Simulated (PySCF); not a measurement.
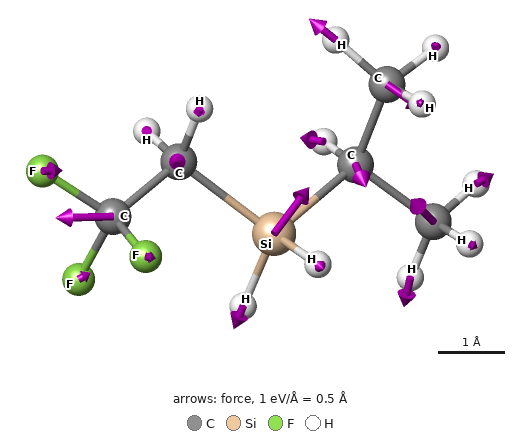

Starting geometry of C₅H₁₁F₃Si with the computed forces as purple arrows. A ball-and-stick model, seen from a free direction.

The start comes from GFN2-xTB. Its atoms were then displaced at random by about 0.01 Å.

Method: PBE0-D3(BJ)/def2-SVP geometry optimisation, gas phase (PySCF). 

Is this structure relaxed? If not, where do the atoms go?

It isn't relaxed: the largest force vector, on the Si atom, is 2.00 eV/Å. The final displacements have little in common with the starting forces (cosine between the two patterns 0.25). After 4 geometry steps the energy has fallen by 4.98 kcal/mol. An F atom moves most after the best rigid fit: 0.18 Å. By element the largest moves are F 0.18 Å, H 0.12 Å, C 0.08 Å, Si 0.08 Å. Some distances before and after: C–Si 1.943 → 1.894 Å, H–Si 1.450 → 1.494 Å, C–H 1.071 → 1.101 Å, H–Si 1.473 → 1.496 Å. Among the angles between lasting bonds that change: Si–C–C 108.3° → 116.1°, Si–C–H 113.4° → 109.2°, Si–C–H 110.1° → 106.0°. Cost: 3.4 min on 1 thread of Intel(R) Xeon(R) Processor @ 2.50GHz, on a shared host.
